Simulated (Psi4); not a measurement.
# C2H3BFN (SMILES FB1C=NC1) at TPSS/def2-SVP

Aim: the vertical ionisation energy of C2H3BFN at TPSS/def2-SVP, from 2 runs. 

The calculation is run with Psi4 1.11.

2 further runs of the same task are left out: 2 set aside as unsound or not needed. Runs told in other sessions of the task aren't counted.

### Step 1. The structure to begin with

C2H3BFN has 8 atoms, charge 0, and is taken as a singlet. SMILES: `FB1C=NC1`. The shape is that of a PBE0-D4/def2-TZVP optimisation.

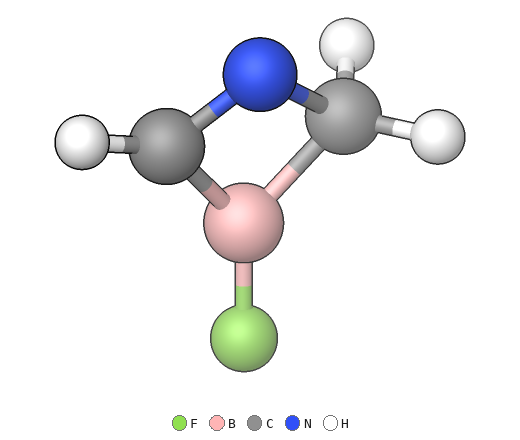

Viewed from a chosen angle; fluorine green, boron pink, carbon grey, nitrogen blue, hydrogen white.

### Step 2. Energy and forces at TPSS/def2-SVP

File input.dat:

```
memory 2200 mb

molecule geom {
  0 1
  F      0.213200    -1.007300     1.918400
  B     -0.024100    -0.304800     0.836200
  C      0.319000     1.128500     0.345800
  N      0.303900     0.728600    -0.881200
  C     -0.301700    -0.640600    -0.682300
  H      0.656500     2.120900     0.633900
  H      0.257100    -1.432700    -1.186200
  H     -1.331600    -0.649700    -1.040300
  symmetry c1
}

set globals {
  basis def2-SVP
  puream true
  e_convergence 1e-09
  d_convergence 1e-08
  scf_type pk
  dft_radial_points 99
  dft_spherical_points 590
}

result, w = gradient('tpss', return_wfn=True)
oeprop(w, 'MULLIKEN_CHARGES', 'MAYER_INDICES', 'LOWDIN_CHARGES')
```

The run is started by

```sh
$ psi4 -i input.dat -o output.dat -n 1
```

output.dat:

```text
[...]
  Running in c1 symmetry.
[...]
  Nuclear repulsion =  145.302480494240513
[...]
  Multiplicity = 1
[...]
  Nalpha       = 18
  Nbeta        = 18
[...]
    Number of basis functions: 85
[...]
   @RKS iter   1:  -257.01038650770710   -9.42655e-02   8.55285e-03 DIIS/ADIIS
[...]
   @RKS iter  13:  -257.30224948961541   -1.81899e-12   2.63245e-09 DIIS
[...]
    Orbital Energies [Eh]
    ---------------------
    Doubly Occupied:
       1A    -24.441657     2A    -14.136858     3A    -10.032512
       4A    -10.016937     5A     -6.665380     6A     -1.132224
       7A     -0.884554     8A     -0.632273     9A     -0.529808
      10A     -0.491325    11A     -0.463002    12A     -0.430489
      13A     -0.420858    14A     -0.398486    15A     -0.372401
      16A     -0.292289    17A     -0.280511    18A     -0.222705
[...]
  @RKS Final Energy:  -257.30224948961541
   => Energetics <=
    Nuclear Repulsion Energy =            145.3024804942405126
    One-Electron Energy =                -638.6057920669339865
    Two-Electron Energy =                 269.4340215870234374
    DFT Exchange-Correlation Energy =     -33.4329595039453693
    Empirical Dispersion Energy =           0.0000000000000000
    VV10 Nonlocal Energy =                  0.0000000000000000
    Total Energy =                       -257.3022494896154058
[...]
 Multipole Moments:
 ------------------------------------------------------------------------------------
     Multipole            Electronic (a.u.)      Nuclear  (a.u.)        Total (a.u.)
 ------------------------------------------------------------------------------------
 L = 1.  Multiply by 2.5417464519 to convert [e a0] to [Debye]
 Dipole X            :          0.4684398           -0.6714293           -0.2029895
 Dipole Y            :         -1.3960024            1.3570595           -0.0389430
 Dipole Z            :          4.6278497           -4.4530754            0.1747742
 Magnitude           :                                                    0.2706794
[...]
  -Total Gradient:
     Atom            X                  Y                   Z
    ------   -----------------  -----------------  -----------------
       1       -0.003591522253     0.007871121320    -0.010974019221
       2        0.004165909076    -0.004714396106     0.002973630556
       3        0.001546177288    -0.002905963612    -0.015407221606
       4       -0.004032259220    -0.000625159037     0.021192632387
       5        0.000564246360     0.002575467877    -0.002987601578
       6       -0.002609421338    -0.008447013276    -0.002548133077
       7       -0.003885859855     0.006108042760     0.004448259956
       8        0.007850155290     0.000142511115     0.003315384336
[...]
  Mulliken Charges: (a.u.)
   Center  Symbol    Alpha    Beta     Spin     Total
       1     F     4.52258  4.52258  0.00000 -0.04516
       2     B     2.47088  2.47088  0.00000  0.05824
       3     C     2.98441  2.98441  0.00000  0.03117
       4     N     3.60657  3.60657  0.00000 -0.21314
       5     C     2.98041  2.98041  0.00000  0.03919
       6     H     0.48476  0.48476  0.00000  0.03048
       7     H     0.47841  0.47841  0.00000  0.04318
       8     H     0.47198  0.47198  0.00000  0.05604
   Total alpha = 18.00000, Total beta = 18.00000, Total charge = -0.00000
[...]
```

Run time: 90 s. Hardware: 1 thread of Intel Xeon Platinum 8259CL at 2.50GHz (Skylake/Cascade Lake), shared host; peak memory 1.5 GiB.

### Step 3. The doublet cation: the energy at UTPSS/def2-SVP

File calc.in:

```
memory 2.2 GB

molecule molecule1 {
  1 2
  F      0.213200    -1.007300     1.918400
  B     -0.024100    -0.304800     0.836200
  C      0.319000     1.128500     0.345800
  N      0.303900     0.728600    -0.881200
  C     -0.301700    -0.640600    -0.682300
  H      0.656500     2.120900     0.633900
  H      0.257100    -1.432700    -1.186200
  H     -1.331600    -0.649700    -1.040300
  symmetry c1
}

set {
  basis                def2-SVP
  reference            uks
  puream               true
  e_convergence        1e-09
  d_convergence        1e-08
  scf_type             pk
  dft_radial_points    99
  dft_spherical_points 590
  maxiter              100
}

e, wfn = energy('tpss', return_wfn=True)
```

The run is started by

```sh
$ psi4 -i calc.in -o calc.out -n 1
```

calc.out:

```text
[...]
  Running in c1 symmetry.
[...]
  Nuclear repulsion =  145.302480494240513
[...]
  Multiplicity = 2
[...]
  Nalpha       = 18
  Nbeta        = 17
[...]
    Number of basis functions: 85
[...]
   @UKS iter   1:  -256.76143787656980    1.54683e-01   7.24140e-03 DIIS/ADIIS
[...]
   @UKS iter  18:  -256.94760563834194   -6.25278e-13   2.18139e-09 DIIS
[...]
   @S^2 Observed:                7.574453909E-01
[...]
    Orbital Energies [Eh]
    ---------------------
    Alpha Occupied:
       1A    -24.673778     2A    -14.490647     3A    -10.326495
       4A    -10.285293     5A     -6.943306     6A     -1.359870
       7A     -1.198232     8A     -0.906110     9A     -0.821201
      10A     -0.748512    11A     -0.716703    12A     -0.685266
      13A     -0.679699    14A     -0.634178    15A     -0.631148
      16A     -0.569127    17A     -0.559394    18A     -0.539482
    Alpha Virtual:
      19A     -0.377443    20A     -0.248933    21A     -0.167134
      22A     -0.143613    23A     -0.110783    24A     -0.095929
      25A     -0.069189    26A     -0.042147    27A     -0.003937
[...]
  @UKS Final Energy:  -256.94760563834194
   => Energetics <=
    Nuclear Repulsion Energy =            145.3024804942405126
    One-Electron Energy =                -628.9876021797986141
    Two-Electron Energy =                 259.8209630913366368
    DFT Exchange-Correlation Energy =     -33.0834470441204829
    Empirical Dispersion Energy =           0.0000000000000000
    VV10 Nonlocal Energy =                  0.0000000000000000
    Total Energy =                       -256.9476056383419404
  UHF NO Occupations:
  HONO-2 :   16  A 1.9992596
  HONO-1 :   17  A 1.9974531
[...]
 Multipole Moments:
 ------------------------------------------------------------------------------------
     Multipole            Electronic (a.u.)      Nuclear  (a.u.)        Total (a.u.)
 ------------------------------------------------------------------------------------
 L = 1.  Multiply by 2.5417464519 to convert [e a0] to [Debye]
 Dipole X            :          0.4469119           -0.6714293           -0.2245174
 Dipole Y            :         -0.5707862            1.3570595            0.7862733
 Dipole Z            :          3.5890119           -4.4530754           -0.8640635
 Magnitude           :                                                    1.1896384
[...]
```

Wall time 2.8 min (1 thread of Intel Xeon Platinum 8259CL at 2.50GHz (Skylake/Cascade Lake), shared host); peak memory 1.5 GiB.

### Step 4. Results

Level: TPSS/def2-SVP.

| quantity | value |
| --- | --- |
| singlet C2H3BFN: total energy | -257.30225 Eh |
| singlet C2H3BFN: dipole moment | 0.69 D |
| singlet C2H3BFN: HOMO energy | -6.06 eV |
| singlet C2H3BFN: LUMO energy | -2.58 eV |
| singlet C2H3BFN: HOMO–LUMO gap | 3.48 eV |
| singlet C2H3BFN: largest force on an atom | 1.110 eV/Å |
| doublet cation: total energy | -256.94761 Eh |
| doublet cation: HOMO energy (highest over α and β) | -14.50 eV |
| doublet cation: LUMO energy (lowest over α and β) | -13.14 eV |
| doublet cation: ⟨S²⟩ | 0.757 |
| vertical ionisation energy (to the doublet cation) | 9.650 eV |

What this shows: The vertical ionisation energy comes to 9.65 eV (223 kcal/mol). The largest force (singlet C2H3BFN) is 1.11 eV/Å: the shape isn't a stationary point for this species at this level. The negative HOMO energy of the first species, 6.06 eV, lies 3.59 eV below that difference. Mulliken charges (singlet C2H3BFN) run from -0.21 on N4 to +0.06 on B2.
